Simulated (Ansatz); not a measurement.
# KVSe3 in P4mm, a phase reached by a soft mode: a soft mode frozen in, part 2 of 2

Which phase does KVSe3 in P4mm, a phase reached by a soft mode fall into along its unstable mode, and how much energy does it gain?

Ansatz 0.2.0; DFT PBEsol, scalar-relativistic, plane waves, PAW; PAW set soft_1.

So far. Step 4 (The mode frozen in, largest atomic shift 0.14 Å): The run ends at a pressure of 0.05 GPa, with forces up to 0.100 eV/Å. Step 5 (Energy along the mode, all amplitudes (two of the runs …): The lowest of the steps tried is at 0.14 Å, 4.21 meV/atom below the parent; the bottom of the well need not coincide with a step.

The structure was built from a prototype and need not be the compound's stable phase.

## (6) Relaxation from the frozen mode

Starting from the lowest point found, all atoms and the cell are let go, so that strain and other modes of the same symmetry can join in.

Input file input.yaml:

```yaml
crystal:
  lattice:
    - [4.6636674864, 0.0, 0.0]
    - [0.0, 4.6636674864, 0.0]
    - [0.0, 0.0, 5.6622121893]
  atoms:
    - { symbol: K, position: [0.0044995867, 0.0044995867, 0.9797117282] }
    - { symbol: V, position: [0.5212268455, 0.5212268455, 0.6001800971] }
    - { symbol: Se, position: [0.4742700988, 0.0021505062, 0.4754561654] }
    - { symbol: Se, position: [0.507658949, 0.507658949, 0.9877865941] }
    - { symbol: Se, position: [0.0021505062, 0.4742700988, 0.4754561654] }
kpoints:
  mp_grid: { grid: [8, 8, 6] }
hamiltonian:
  xc: pbesol
  pseudopotentials: { kind: paw, azcp: { folder: soft_1 }, xc_functional: pbe }
scf:
  occupations: { method: methfessel_paxton, width: 0.2 }
output:
  forces: true
  stress: true
  eigenvalues: true
relax:
  adjacent_minimum: "off"
  f_tol: 0.002
  max_steps: 120
  cell: { stress_tol: 0.03 }
```

Started as:

```
> ansatz run input.yaml --threads 8 --pin off --max-ram 16384MiB --backend cpu --events-out ev --progress --plain --runs-dir out
```

Numbers of over 12 decimals in the logs are rounded to 6 here.

What it wrote:

```text
[...]
Crystal: 5 atoms, lattice volume = 123.152 Å³
Basis set: ecut = 420 eV, 2411 PW (Γ), exchange–correlation on 64×64×80 points (8 copies of the dense FFT grid, shifted against one another)
Bands: 42, of which v1, the nominal top of the filled ones, is band 35 counted from 1 (34 counted from 0)
Symmetry: 2 space group operations
[...]
k-points: 114 of 384 (time reversal used)
[...]
SCF iter   1: F=—  HF=-20683.852950 eV  |F-HF|=—  |Δ(HF+E_count)|=         —  Δρ=2.09e-1  dr2=9.62e1  ethr=3.10e-3  ⟨swp⟩=7.0  Hψ=18034  notcnv=0
[...]
SCF iter  12: F=-20677.313644 eV  HF=-20677.313644 eV  |F-HF|=5.88e-8  |Δ(HF+E_count)|=   3.42e-8  S|Δr|=    0.00e0  Δρ=5.11e-6  dr2=8.41e-8  ethr=1.43e-10  ⟨swp⟩=7.9  Hψ=20875  notcnv=0
SCF 1 converged in 12 iterations: F = -20677.313644 eV  dr2 = 8.41e-8
[...]
relax step   1: F+E_penalty+E_count = -20677.31364350 eV  Δ(F+E_penalty+E_count) = +0.000e0 eV  max|allowed force component| = 8.832e-2 eV/Å  Δτ_max = 0.0000 Å  P = +0.052 GPa  Ω = 123.152 Å³  (12 SCF iters, dr2 threshold 1.00e-7 eV, accepted)
Crystal: 5 atoms, lattice volume = 123.111 Å³
[...]
iter 1 solved again at ethr=7.47e-6 eV; its pass at ethr=3.10e-3 eV (dr2=5.23e-3 eV) is discarded
[...]
SCF iter   5: F=-20677.329280 eV  HF=-20677.329280 eV  |F-HF|=2.69e-7  |Δ(HF+E_count)|=   6.97e-7  S|Δr|=    0.00e0  Δρ=2.02e-5  dr2=3.90e-7  ethr=7.14e-10  ⟨swp⟩=5.0  Hψ=25066  notcnv=0
SCF 2 converged in 5 iterations: F = -20677.329280 eV  dr2 = 3.90e-7
[...]
relax step   2: F+E_penalty+E_count = -20677.32928010 eV  Δ(F+E_penalty+E_count) = -1.564e-2 eV  max|allowed force component| = 8.899e-2 eV/Å  Δτ_max = 0.0324 Å  P = +0.034 GPa  Ω = 123.111 Å³  energy of the carried Pulay correction = +6.873e-6 eV  (5 SCF iters, dr2 threshold 5.00e-7 eV, accepted)
Crystal: 5 atoms, lattice volume = 123.518 Å³
Basis set: ecut = 420 eV, 2413 PW (Γ), exchange–correlation on 64×64×80 points (8 copies of the dense FFT grid, shifted against one another)
[...]
SCF iter   6: F=-20677.339506 eV  HF=-20677.339506 eV  |F-HF|=2.66e-8  |Δ(HF+E_count)|=   1.51e-7  S|Δr|=    0.00e0  Δρ=7.65e-6  dr2=6.96e-8  ethr=7.14e-10  ⟨swp⟩=7.2  Hψ=25066  notcnv=0
SCF 3 converged in 6 iterations: F = -20677.339506 eV  dr2 = 6.96e-8
relax step   3: F+E_penalty+E_count = -20677.33950589 eV  Δ(F+E_penalty+E_count) = -1.023e-2 eV  max|allowed force component| = 1.170e-1 eV/Å  Δτ_max = 0.0240 Å  P = -0.014 GPa  Ω = 123.518 Å³  energy of the carried Pulay correction = -6.096e-5 eV  (6 SCF iters, dr2 threshold 5.00e-7 eV, accepted)
[...]
relax step   4: F+E_penalty+E_count = -20677.34310795 eV  Δ(F+E_penalty+E_count) = -3.602e-3 eV  max|allowed force component| = 5.570e-2 eV/Å  Δτ_max = 0.0410 Å  P = +0.049 GPa  Ω = 124.348 Å³  energy of the carried Pulay correction = -1.985e-4 eV  (6 SCF iters, dr2 threshold 5.00e-7 eV, accepted)
[...]
relax step   5: F+E_penalty+E_count = -20677.34353577 eV  Δ(F+E_penalty+E_count) = -4.278e-4 eV  max|allowed force component| = 5.232e-2 eV/Å  Δτ_max = 0.0255 Å  P = -0.167 GPa  Ω = 124.853 Å³  energy of the carried Pulay correction = -2.817e-4 eV  (6 SCF iters, dr2 threshold 1.94e-7 eV, accepted)
[...]
relax step   6: F+E_penalty+E_count = -20677.34439012 eV  Δ(F+E_penalty+E_count) = -8.544e-4 eV  max|allowed force component| = 2.692e-2 eV/Å  Δτ_max = 0.0232 Å  P = +0.091 GPa  Ω = 124.623 Å³  energy of the carried Pulay correction = -2.438e-4 eV  (6 SCF iters, dr2 threshold 1.71e-7 eV, accepted)
[...]
relax step   7: F+E_penalty+E_count = -20677.34448222 eV  Δ(F+E_penalty+E_count) = -9.210e-5 eV  max|allowed force component| = 1.759e-2 eV/Å  Δτ_max = 0.0117 Å  P = -0.051 GPa  Ω = 125.031 Å³  energy of the carried Pulay correction = -3.110e-4 eV  (6 SCF iters, dr2 threshold 4.81e-8 eV, accepted)
[...]
relax step   8: F+E_penalty+E_count = -20677.34465908 eV  Δ(F+E_penalty+E_count) = -1.769e-4 eV  max|allowed force component| = 8.718e-3 eV/Å  Δτ_max = 0.0069 Å  P = -0.014 GPa  Ω = 124.866 Å³  energy of the carried Pulay correction = -2.838e-4 eV  (6 SCF iters, dr2 threshold 1.93e-8 eV, accepted)
[...]
relax step   9: F+E_penalty+E_count = -20677.34469330 eV  Δ(F+E_penalty+E_count) = -3.422e-5 eV  max|allowed force component| = 1.089e-3 eV/Å  Δτ_max = 0.0034 Å  P = -0.000 GPa  Ω = 124.805 Å³  energy of the carried Pulay correction = -2.738e-4 eV  (6 SCF iters, dr2 threshold 4.75e-9 eV, accepted)
[...]
SCF iter   8: F=-20677.345243 eV  HF=-20677.345243 eV  |F-HF|=7.28e-12  |Δ(HF+E_count)|=  1.82e-11  S|Δr|=    0.00e0  Δρ=5.66e-8  dr2=5.70e-12  ethr=1.00e-12  ⟨swp⟩=5.1  Hψ=21129  notcnv=0
SCF 10 converged in 8 iterations: F = -20677.345243 eV  dr2 = 5.70e-12
relax step  10: F+E_penalty+E_count = -20677.34524317 eV  Δ(F+E_penalty+E_count) = -5.499e-4 eV  max|allowed force component| = 1.204e-3 eV/Å  Δτ_max = 0.0000 Å  P = +0.004 GPa  Ω = 124.805 Å³  stress off target by 1.76e-2 GPa  SCF on the basis re-selected at this cell (its energy is not comparable with the rows above)  (8 SCF iters)
basis re-selected at this cell: Δ(F+E_penalty+E_count) = -5.499e-4 eV, ΔP = +0.004 GPa vs the last step (what re-selecting the basis moved, of the pressure what is left beyond the Pulay correction that the steps carried, after the strain that the cell walked since its last selection, with what the two solves' SCF thresholds leave and, on support functions, any second-order correction that the steps lacked; it is no m [...]
SCF converged after 8 iterations
[...]
Free energy (F): -20677.345243 eV
[...]
Internal energy: -20677.343636 eV  (E = F + TS)
E sigma→0 (E₀):  -20677.344841 eV
Entropy (-TS):   -0.001608 eV (-0.322 meV/atom)
Fermi energy:    7.550231 eV
[...]
--- Forces (eV/Å), atoms counted from 1 ---
  atom   1  K      0.00108387     0.00108387     0.00007682
  atom   2  V     -0.00035548    -0.00035548    -0.00120334
  atom   3  Se    -0.00002192    -0.00062733     0.00073612
  atom   4  Se    -0.00007892    -0.00007892    -0.00034461
  atom   5  Se    -0.00062733    -0.00002192     0.00073612
  max |Σ_I F_I| component: 1.11e-6 eV/Å
--- Stress (GPa, compression-positive) ---
       -0.000653      -0.000624       0.006231
       -0.000624      -0.000653       0.006231
        0.006231       0.006231       0.013518
  P = ⅓ Tr σ = 0.0041 GPa (0.041 kbar)
--- Band table (eV; the first three rows and the last of 114) ---
  k-point 0: bands = [... 31 lower, 5.2516, 5.6420, 6.1850, 6.9966, 7.4282, 8.9299, 8.9502, 9.3894, ... 3 higher]
  k-point 1: bands = [... 31 lower, 5.2100, 5.5878, 6.1834, 6.9892, 7.4456, 8.8856, 8.9662, 9.3520, ... 3 higher]
  k-point 2: bands = [... 31 lower, 5.1669, 5.4664, 6.1825, 6.9827, 7.5026, 8.8092, 8.9578, 9.3288, ... 3 higher]
  k-point 113: bands = [... 31 lower, 4.6438, 6.5449, 6.9050, 7.6615, 7.6829, 8.0459, 8.6478, 8.8779, ... 3 higher]
--- Relaxed structure (9 steps of the walk, 9 accepted, 1 SCFs on fresh bases) ---
  F+E_penalty+E_count = -20677.34524317 eV   max|allowed force component| = 1.204e-3 eV/Å   (the final SCF, on the basis selected at the relaxed cell)
  cell:  # Å, volume = 124.8050 Å³
    - [4.629474, -0.00382747, 0.126290]
    - [-0.00382747, 4.629474, 0.126290]
    - [0.153330, 0.153330, 5.831670]
  atoms:
    - { symbol: K, position: [0.00352899, 0.00352899, 0.995161] }
    - { symbol: V, position: [0.526239, 0.526239, 0.599126] }
    - { symbol: Se, position: [0.464474, 0.00826976, 0.473014] }
    - { symbol: Se, position: [0.507295, 0.507295, 0.978275] }
    - { symbol: Se, position: [0.00826976, 0.464474, 0.473014] }
```

Elapsed: 76 s, on 8 threads of Arm Neoverse V2, shared host; peak memory 0.86 GiB.

Step by step:

```csv
step,energy less that of the first step (eV),largest force component (eV/Å),pressure (GPa),volume (Å³)
1,0.0000,0.0883,0.05,123.15
2,-0.0156,0.0890,0.03,123.11
3,-0.0259,0.1170,-0.01,123.52
4,-0.0295,0.0557,0.05,124.35
5,-0.0299,0.0523,-0.17,124.85
6,-0.0307,0.0269,0.09,124.62
7,-0.0308,0.0176,-0.05,125.03
8,-0.0310,0.0087,-0.01,124.87
9,-0.0310,0.0011,0.00,124.80
10*,-0.0316,0.0012,0.00,124.80
```

Relaxation steps marked * repeat the geometry before them on a plane-wave basis chosen anew for their cell, so energy and pressure can jump there.

Forces are held to the 2 operations that the run works with; a distortion that breaks them can't arise in this run.

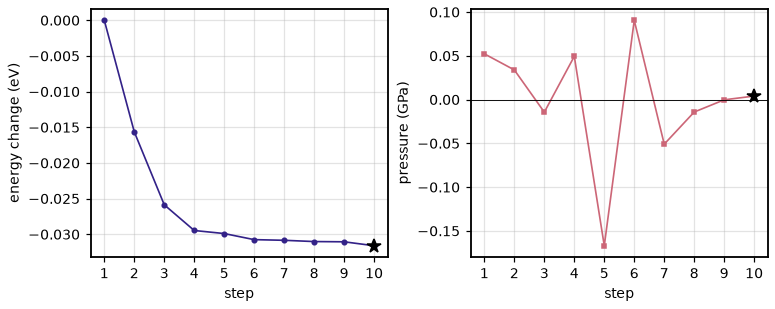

Energy and pressure along the relaxation. Stars mark steps on a basis chosen anew.

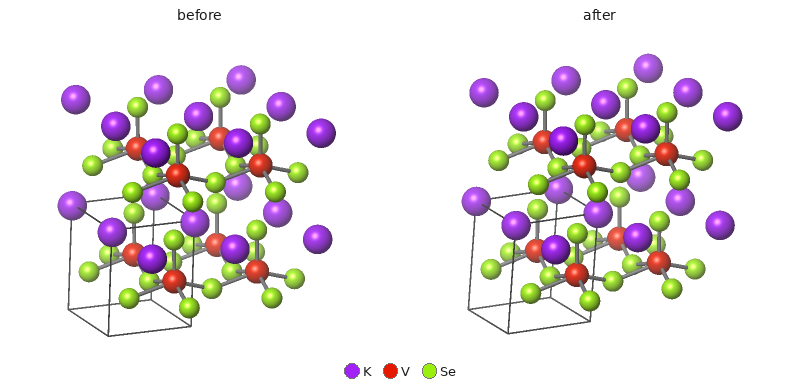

Before and after, at one scale.

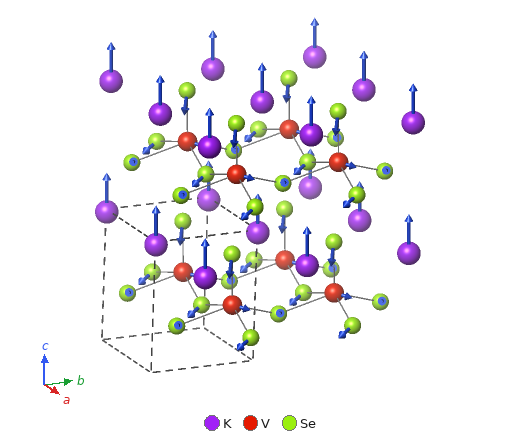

Displacements in the relaxation, exaggerated, measured against the changing cell; the longest in the cell stands for 0.09 Å. 2×2×2 cells are drawn. Some periodic images of atoms are drawn too.

```csv
cell as run,before,after,change
a (Å),4.664,4.631,-0.7 %
b (Å),4.664,4.631,-0.7 %
c (Å),5.662,5.836,+3.1 %
α (°),90.00,86.93,-3.4 %
β (°),90.00,86.93,-3.4 %
γ (°),90.00,90.05,+0.1 %
volume (Å³/atom),24.63,24.96,+1.3 %
```

The atoms that moved most (Å, as changes of fractional coordinates times the final cell):

```csv
atom,dx,dy,dz,length
K1,-0.002,-0.002,0.090,0.090
Se4,-0.003,-0.003,-0.056,0.056
Se3,-0.046,0.028,-0.015,0.056
Se5,0.028,-0.046,-0.015,0.056
V2,0.023,0.023,-0.005,0.033
```

Numbers from this step:

* pressure: 0.004071 GPa
* volume per atom: 24.96 Å³

The distorted start has space group Cm; the relaxation ends in Cm.

## (7) The new phase in its own primitive cell

The relaxed structure is symmetrised, reduced to its primitive cell and relaxed tightly, as its phonons need.

input.yaml, the sections that differ from step 6:

```yaml
crystal:
  lattice:
    - [3.2732631183, -3.2762387997, 0.0]
    - [3.2732631183, 3.2762387997, 0.0]
    - [-0.4416781903, 0.0, 5.818961439]
  atoms:
    - { symbol: K, position: [0.9964710122, 0.9964710122, 0.9951612203] }
    - { symbol: V, position: [0.4737614609, 0.4737614609, 0.5991257142] }
    - { symbol: Se, position: [0.5355259888, 0.9917302431, 0.4730143738] }
    - { symbol: Se, position: [0.4927053088, 0.4927053088, 0.9782750681] }
    - { symbol: Se, position: [0.9917302431, 0.5355259888, 0.4730143738] }
relax:
  adjacent_minimum: "off"
  f_tol: 0.001
  max_steps: 60
  cell: { stress_tol: 0.01 }
# kpoints, hamiltonian, scf, output: as in step 6
```

What it wrote:

```text
[...]
Crystal: 5 atoms, lattice volume = 124.805 Å³
Basis set: ecut = 420 eV, 2443 PW (Γ), exchange–correlation on 64×64×80 points (8 copies of the dense FFT grid, shifted against one another)
Bands: 42, of which v1, the nominal top of the filled ones, is band 35 counted from 1 (34 counted from 0)
Symmetry: 2 space group operations
[...]
k-points: 114 of 384 (time reversal used)
[...]
cell:  # Å, volume = 124.8877 Å³
    - [3.272687, -3.275771, -0.00183863]
    - [3.272687, 3.275771, -0.00183863]
    - [-0.444869, -5.696880510052411e-19, 5.824923]
  atoms:
    - { symbol: K, position: [0.996426, 0.996426, 0.995547] }
    - { symbol: V, position: [0.473779, 0.473779, 0.599098] }
    - { symbol: Se, position: [0.535554, 0.991684, 0.473021] }
    - { symbol: Se, position: [0.492750, 0.492750, 0.977905] }
    - { symbol: Se, position: [0.991684, 0.535554, 0.473021] }
[key lines of the parts left out:]
SCF converged after 6 iterations
Free energy (F): -20677.345254 eV
Fermi energy:    7.542430 eV
P = ⅓ Tr σ = -0.0004 GPa (-0.004 kbar)
```

Elapsed: 49 s, on 8 threads; peak memory 0.87 GiB; 6.2 min of CPU time.

Relaxation path:

```csv
step,energy less that of the first step (eV),largest force component (eV/Å),pressure (GPa),volume (Å³)
1,0.0000,0.0015,0.00,124.80
2,0.0000,0.0010,0.00,124.84
3,0.0000,0.0008,0.00,124.87
4,0.0000,0.0011,0.00,124.89
5,0.0000,0.0012,0.00,124.89
6,0.0000,0.0003,0.00,124.89
7*,0.0000,0.0003,0.00,124.89
```

Relaxation steps marked * repeat the geometry before them on a plane-wave basis chosen anew for their cell, so energy and pressure can jump there. Relaxation step 5 was tried and not accepted.

Forces are held to the 2 operations that the run works with; a distortion that breaks them can't arise in this run.

```csv
cell as run,before,after,change
a (Å),4.631,4.630,-0.0 %
b (Å),4.631,4.630,-0.0 %
c (Å),5.836,5.842,+0.1 %
α (°),93.07,93.11,+0.0 %
β (°),93.07,93.11,+0.0 %
volume (Å³/atom),24.96,24.98,+0.1 %
```

Final coordinates:

```cif
data_structure
_symmetry_space_group_name_H-M 'P 1'
_symmetry_Int_Tables_number 1
_cell_length_a 4.6305
_cell_length_b 4.6305
_cell_length_c 5.8419
_cell_angle_alpha 93.108
_cell_angle_beta 93.108
_cell_angle_gamma 90.054
_cell_volume 124.89
loop_
_atom_site_label
_atom_site_type_symbol
_atom_site_fract_x
_atom_site_fract_y
_atom_site_fract_z
_atom_site_occupancy
K1 K 0.99643 0.99643 0.99555 1
V2 V 0.47378 0.47378 0.59910 1
Se3 Se 0.53555 0.99168 0.47302 1
Se4 Se 0.49275 0.49275 0.97790 1
Se5 Se 0.99168 0.53555 0.47302 1
```

Numbers from this step:

```yaml
pressure: -3.97e-4 GPa
volume_per_atom: 24.98 Å³
```

The largest force component left is 0.26 meV/Å and the pressure is 0.000 GPa, within the tolerances set. The cell now holds 24.98 Å³/atom.

## (8) Modes of the new phase

A relaxed structure may still be a saddle point, so its zone-centre modes are computed. No field response is asked, since the mesh shows no gap.

input.yaml, the sections that differ from step 7:

```yaml
crystal:
  lattice:
    - [3.2726868048, -3.2757714504, -0.0018386269]
    - [3.2726868048, 3.2757714504, -0.0018386269]
    - [-0.4448689982, 0.0, 5.8249227968]
  atoms:
    - { symbol: K, position: [0.9964259875, 0.9964259875, 0.9955466173] }
    - { symbol: V, position: [0.473779194, 0.473779194, 0.5990981616] }
    - { symbol: Se, position: [0.5355543736, 0.991684017, 0.473020532] }
    - { symbol: Se, position: [0.4927504417, 0.4927504417, 0.9779049073] }
    - { symbol: Se, position: [0.991684017, 0.5355543736, 0.473020532] }
output:
  eigenvalues: true
phonons:
  method: dfpt
# kpoints, hamiltonian, scf: as in step 7
# relax: removed
```

What it wrote:

```text
[...]
Crystal: 5 atoms, lattice volume = 124.888 Å³
Basis set: ecut = 420 eV, 2443 PW (Γ), exchange–correlation on 64×64×80 points (8 copies of the dense FFT grid, shifted against one another)
Bands: 42, of which v1, the nominal top of the filled ones, is band 35 counted from 1 (34 counted from 0)
Symmetry: 2 space group operations
k-points: 196 of 384 (irreducible under 1 space group operation, time reversal used)
[...]
SCF iter   1: F=—  HF=-20683.843756 eV  |F-HF|=—  |Δ(HF+E_count)|=         —  Δρ=2.05e-1  dr2=9.47e1  ethr=3.10e-3  ⟨swp⟩=7.0  Hψ=31050  notcnv=0
[...]
SCF iter  18: F=-20677.345254 eV  HF=-20677.345254 eV  |F-HF|=3.64e-12  |Δ(HF+E_count)|=  7.28e-12  S|Δr|=    0.00e0  Δρ=4.28e-8  dr2=5.14e-12  ethr=1.00e-12  ⟨swp⟩=7.6  Hψ=40117  notcnv=0
SCF 1 converged in 18 iterations: F = -20677.345254 eV  dr2 = 5.14e-12
[...]
SCF converged after 18 iterations
[...]
Free energy (F): -20677.345254 eV
[...]
Internal energy: -20677.343620 eV  (E = F + TS)
E sigma→0 (E₀):  -20677.344846 eV
Entropy (-TS):   -0.001634 eV (-0.327 meV/atom)
Fermi energy:    7.542430 eV
[...]
--- Band table (eV; the first three rows and the last of 196) ---
  k-point 0: bands = [... 31 lower, 5.2417, 5.6354, 6.1770, 6.9909, 7.4220, 8.9230, 8.9439, 9.3847, ... 3 higher]
  k-point 1: bands = [... 31 lower, 5.2029, 5.5814, 6.1754, 6.9831, 7.4390, 8.8792, 8.9599, 9.3473, ... 3 higher]
  k-point 2: bands = [... 31 lower, 5.1608, 5.4601, 6.1745, 6.9758, 7.4952, 8.8036, 8.9526, 9.3200, ... 3 higher]
  k-point 195: bands = [... 31 lower, 4.6379, 6.5320, 6.8930, 7.6531, 7.6743, 8.0382, 8.6423, 8.8635, ... 3 higher]
[...]
k mesh reduced under 1 symmetry operation, with k and −k counted as one. Each operation leaves every solved perturbation unchanged. A smaller set is not used because it would not reduce the number of displacements times k-points to solve
  ASR residual: 3.260e-5 → 0.000e0 eV/Å²; symmetrization residual: 6.712e-6 eV/Å²
  ASR residual per site (eV/Å²): 3.26e-5 1.19e-5 2.81e-5 2.49e-5 2.81e-5
[...]
```

Wall time 2.9 min (8 threads); peak memory 3.4 GiB; 22 min of CPU time.

This step gave:

| Property | Result |
| --- | --- |
| sum-rule residual before enforcement | 3.26e-5 eV/Å² |
| point group | m |
| highest optical mode at the zone centre (no LO-TO term) | 380.2 cm⁻¹ |
| lowest optical zone-centre mode | -60.37 cm⁻¹ |

Patterns of degenerate modes are one choice out of their space. Modes at Γ, with each element's share of the kinetic energy (negative means imaginary):

```csv
mode,frequency (cm⁻¹),symmetry,K %,V %,Se %
1,-60.4,A'',1,21,78
2,0.0,acoustic,12,16,72
3,0.0,acoustic,12,16,72
4,0.0,acoustic,12,16,72
5,59.1,A',69,2,29
6,69.3,A',40,2,58
7,69.5,A'',11,9,80
8,91.8,A'',20,10,69
9,123.8,A',18,24,59
10,135.8,A',41,6,53
11,136.1,A'',56,1,43
12,145.9,A',8,18,74
13,237.1,A',0,51,49
14,251.2,A'',0,43,57
15,380.2,A',0,66,34
```

Before it was imposed, the acoustic sum rule was missed by 3.3e-5 eV/Å². Small misses are needed for a sound result but don't prove that mesh and cutoff are converged. The lowest optical mode is imaginary, 60.4i cm⁻¹, so the energy falls along it.

## (9) Outcome

| Item | Value |
| --- | --- |
| unstable mode of the parent | q = (0, 0, 0), 77i cm⁻¹ |
| depth at the lowest point sampled | 4.21 meV/atom |
| largest atomic shift at that point | 0.14 Å |
| space group reached (within 0.01 Å) | Cm |
| energy gained over the parent (first relaxation, on the mesh of the frozen mode) | 10.4 meV/atom |
| volume per atom, phase reached | 25.0 Å³ |
| lowest optical zone-centre mode, phase reached | -60.4 cm⁻¹ |
| highest optical mode at the zone centre (no LO-TO term), phase reached | 380 cm⁻¹ |

**Reading.** Along this mode the structure falls into Cm, 10.4 meV/atom below the parent. At the parent's cell the well is 4.213 meV/atom deep on the steps tried, with its lowest point at a shift of 0.14 Å. Relaxing atoms and cell changes the gain by +6.14 meV/atom against the lowest step (energies at zero smearing). The new phase still has an imaginary mode at the zone centre of its cell, so it is a saddle point on the way to a lower structure. Of the 2 patterns followed to their end from this parent, this one ends 9.47 meV/atom above the lowest, Pm. Each path keeps the symmetry of its pattern, so a lower phase may lie along a pattern not tried. With no gap, or one that is small against the smearing, the frequencies hang on the k mesh and the smearing, most of all near Kohn anomalies. The phonon runs are without spin polarisation, although V often carries a moment. The PAW files were made for PBE and serve the other functionals too. The starting cell was built on a prototype and not taken from a measurement, so the phase need not exist.

[Logs are printed without paths, hosts, clocks, repeated set-up lines and the standing remarks that a program may print on its own settings, such as how far it seeks lower states.]

[Hosts, paths, dates, database ids (printed as entryN), source tags and the programs' standing remarks are cut or masked in the printed files.]
